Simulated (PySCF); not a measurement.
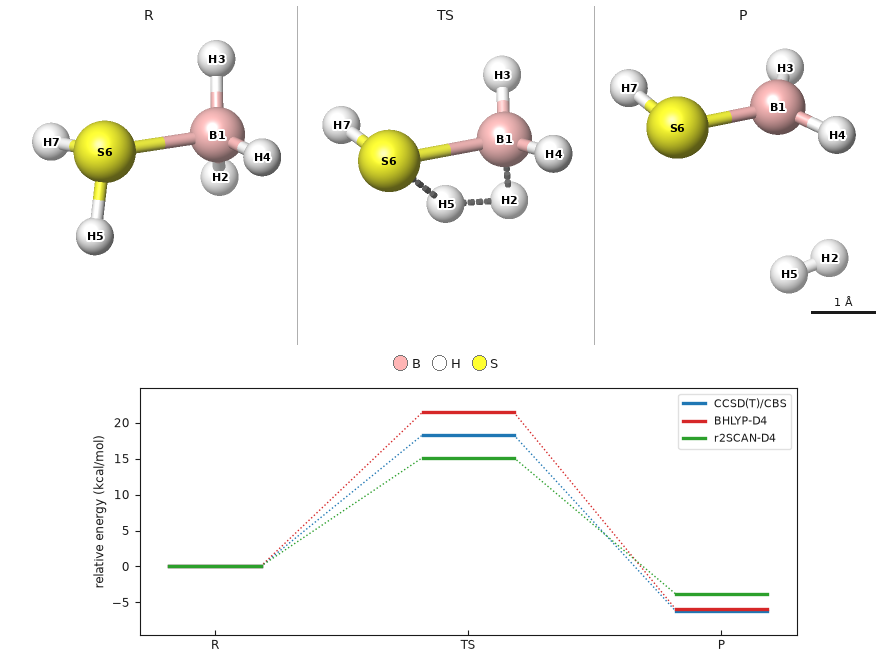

A reaction step of BH$_{5}$S, with its energy diagram. The picture is a ball-and-stick view, seen at a tilt. Dashed sticks mark bonds that form or break.

Stationary points at PBE0-D4/def2-TZVP, single-point energies with CCSD(T)/CBS, BHLYP-D4, r2SCAN-D4 (def2-TZVPP where no basis is named; PySCF 2.14.0). The energies are electronic, without zero-point or thermal terms, and both ends are the minima reached downhill from the saddle, with any fragments still in contact. CCSD(T)/CBS stands for a frozen-core estimate: MP2 correlation extrapolated from def2-TZVPP and def2-QZVPP, CCSD(T) minus MP2 from the smaller set.

Question: Describe the step and its energetics.

Answer: Counted by bonded pieces, R holds BH₅S and P holds BH₃S + H₂. From R over the saddle to P, a bond forms: H2–H5 (2.83 → 1.17 → 0.75 Å). Bonds break: B1–H2 (1.20 → 1.27 → 3.20 Å), H5–S6 (1.35 → 1.57 → 3.77 Å). The saddle has one imaginary mode, 738i cm⁻¹. With CCSD(T)/CBS the barrier is 18.3 kcal/mol from R and 24.5 kcal/mol from P, and P lies 6.2 kcal/mol below R.

```tsv
level	barrier from R (kcal/mol)	barrier from P (kcal/mol)	P less R (kcal/mol)
CCSD(T)/CBS	18.3	24.5	−6.2
BHLYP-D4	21.5	27.4	−5.9
r2SCAN-D4	15.1	19.0	−3.8
```
